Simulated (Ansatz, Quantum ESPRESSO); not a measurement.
# antimonene, 1 layer: the gap on the mesh at a withheld member of a series

Method. Quantum ESPRESSO 7.5, PBE, SG15 norm-conserving. Cell and atoms are relaxed under PBE (GBRV files) and held. Screened hybrids with norm-conserving files, screening 0.106 per bohr, fixed occupations, a 9×9×1 mesh with exchange on 3×3×1 q points. Levels count from the potential in the middle of the vacuum. The series steps the share of short-range exact exchange (0.25 is HSE06, 0 is PBE).

```tsv
share of short-range exact exchange	gap on the mesh (eV)
0	1.282
0.1	1.575
0.15	1.725
0.2	1.879
0.25	2.034
0.3	2.193
```

**Question.** What is the gap on the mesh at 0.4?

**Worked estimate.** The rows at 0.25 and 0.3 give a slope of (2.193 − (2.034))/(0.3 − (0.25)) = 3.18, so a straight line gives 2.511 eV. A parabola through these and the row at 0.2 gives 2.523 eV.

What the calculation gave: 2.517 eV. The line misses by −0.006 and the parabola by +0.006 eV. Both misses are under 5 % of the step from the nearer row.

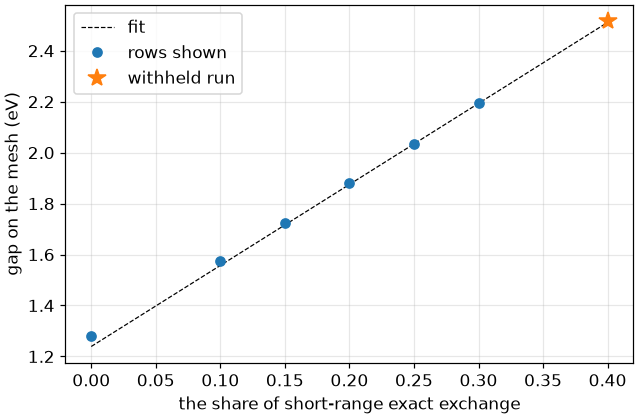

The rows shown, the fit and the withheld run.

**Limits.** Gaps are those of the mesh; no spin-orbit coupling; the q mesh was not tested; the geometry stays that of PBE.

[Logs are printed without paths, hosts, clocks, repeated set-up lines and the standing remarks that a program may print on its own settings, such as how far it seeks lower states.]
